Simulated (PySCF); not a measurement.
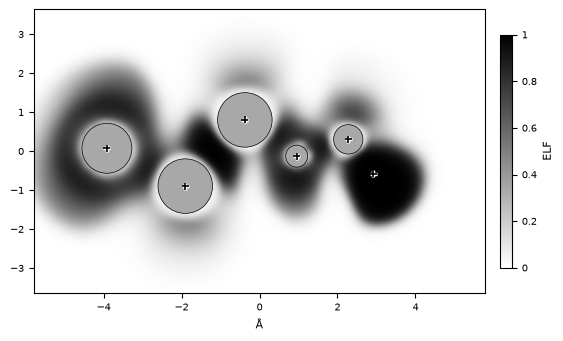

The ELF on a plane through atoms (crosses mark nuclei in the plane; grey discs cover the cores).

Theory: CAM-B3LYP/def2-SVPD, SCF density, gas phase (PySCF 2.14.0).

Candidates:
A. C4H6AlClO2 (SMILES Cl/C=[CH]/[Al]1[O]CC[O]1)
B. C4H7AlO2 (SMILES C=[CH][Al]1[O]CC[O]1)
C. CH7BrOSi2 (SMILES CO[SiH2][SiH2]Br)

**Which candidate gave the map?**

Candidate C: CH7BrOSi2 on the plane of atoms Si3, Si4 and Br5, which holds C, O, Si, Br and H. C–O (1.39 Å): the ELF peaks at about 0.90 between the atoms; a polar covalent bond. Si–O (1.62 Å): the ELF peaks at about 0.85 between the atoms, as expected for a polar covalent bond.
